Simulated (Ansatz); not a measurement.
**C$_{2}$H$_{3}$F$_{2}$ (SMILES F[CH+]CF) (charge +1): density, localisation and related maps**

The calculation's input:

```
crystal:
  periodic: [false, false, false]
  atoms:
    - {symbol: C, position_ang: [-1.163288, 0.624595, -0.193074]}
    - {symbol: C, position_ang: [-2.484856, 0.247811, 0.243915]}
    - {symbol: F, position_ang: [-0.328510, 1.061279, 0.614037]}
    - {symbol: F, position_ang: [-2.702738, 0.409640, 1.536317]}
    - {symbol: H, position_ang: [-0.831451, 0.546287, -1.245322]}
    - {symbol: H, position_ang: [-2.631852, -0.807468, -0.109892]}
    - {symbol: H, position_ang: [-3.195358, 0.821729, -0.408907]}
basis:
  gaussian: {orbitals: def2-TZVPD}
hamiltonian: {xc: {name: PBE0}}
output: {forces: true, orbitals: {seedname: orbitals}}
total_charge: 1
```

Launched as:

```sh
ansatz run input.yaml --threads 1 --pin off --max-ram 2610MiB --events-out events.jsonl --progress --plain --runs-dir runs
```

Geometry: PBE0-D3(BJ)/def2-SVP.

The calculation used Ansatz, isolated molecule in a Gaussian basis; Kohn-Sham density functional theory, functional PBE0.

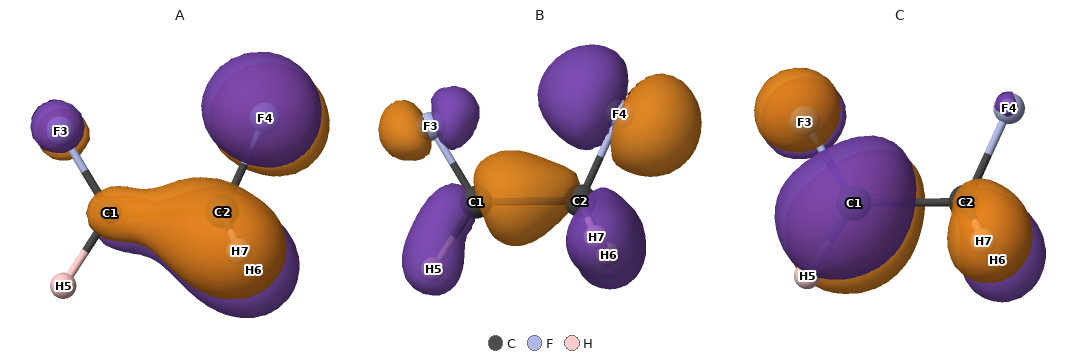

Figure 1. Three frontier orbitals at ±0.15 Å⁻³ᐟ² (orange and purple are the two phases), in no order.

Question: Order the three orbitals by energy and name them.

Answer: B is the HOMO−1 (−17.30 eV). It lies mainly on F4 (about 55 %), C2 (about 15 %) and C1 (about 10 %). A is the HOMO (−16.99 eV). By Hirshfeld shares it lies mainly on F4 (about 55 %), C2 (about 20 %), H7 (about 10 %), H6 (about 10 %) and C1 (about 5 %). C is the LUMO (−10.40 eV). Its weight (Hirshfeld) is mainly on C1 (about 55 %), F3 (about 15 %) and C2 (about 10 %).

Question: What is the HOMO–LUMO gap?

Answer: 6.59 eV between the orbital energies.

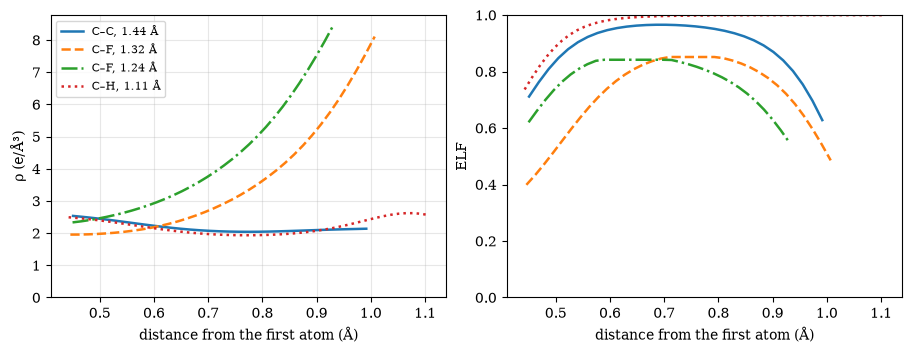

Figure 2. Electron density and ELF along straight lines between neighbouring atoms. The curves leave out the atomic cores.

Question: Compare the contacts.

Answer: C–C (1.44 Å): the density is about 2.1 e/Å³ at the midpoint; the ELF peaks at about 0.95 between the atoms (localised, covalent bonding).
C–F (1.32 Å): ρ at the midpoint is about 2.5 e/Å³; the ELF peaks at about 0.85 between the atoms, as expected for a shared but strongly polarised pair.
C–F (1.24 Å): the density is about 3.1 e/Å³ at the midpoint; the ELF peaks at about 0.85 between the atoms: a polar covalent bond.
C–H (1.11 Å): ρ at the midpoint is about 2.3 e/Å³; the ELF climbs to about 1 towards the hydrogen, as it does in any bond to H; an ordinary covalent bond to hydrogen.

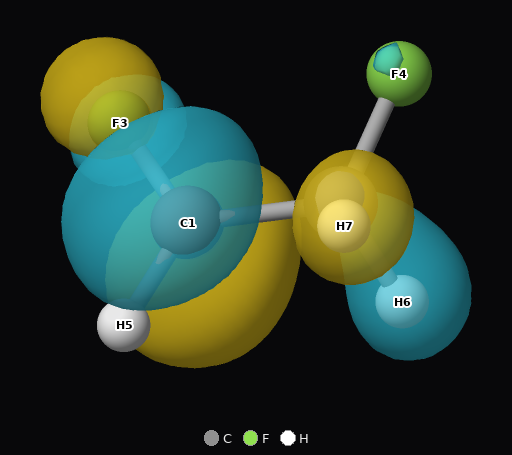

Figure 3. The LUMO at ±0.15 Å⁻³ᐟ² (yellow and cyan are the two phases), seen at a tilt.

Question: Describe this orbital and give its energy.

Answer: By Hirshfeld shares it lies mainly on C1 (about 55 %), F3 (about 15 %) and C2 (about 10 %). Its energy is −10.40 eV.
